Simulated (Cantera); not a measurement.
Feed: 1 mol Si3N4, 0.65 mol CO2, 250 mol H2, at 310000 Pa.

Cantera equilibrium calculation (NASA polynomials, part measured and part estimated; ideal gas, pure solids and liquids). Candidate condensed phases: C, C6H6, C7H8, C8H18, H2O, Si, SiC, SiO2, Si2N2O, Si3N4; 151 gas species. Mutual solubility and eutectic melting of coexisting phases are not modelled. Gases not in the tables: Si2H6 and higher silanes. Kinetics and transport are ignored.

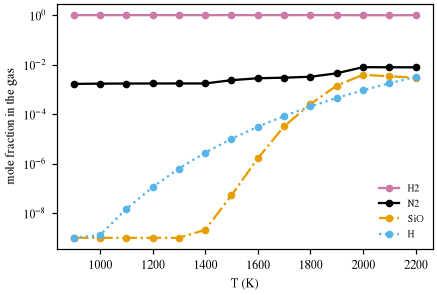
*Equilibrium gas composition (values under 1e-9 drawn at 1e-9)*

From 900 K to 1400 K the condensed part is Si2N2O(s) + Si3N4(s). At 1500 K the condensed part is SiC(s) + Si2N2O(s) + Si3N4(s). From 1600 K to 1800 K the condensed part is SiC(s) + Si2N2O(s). At 1900 K the condensed part is Si(l) + SiC(s) + Si2N2O(s). From 2000 K to 2100 K the condensed part is Si(l) + SiC(s). At 2200 K the condensed part is Si(l).
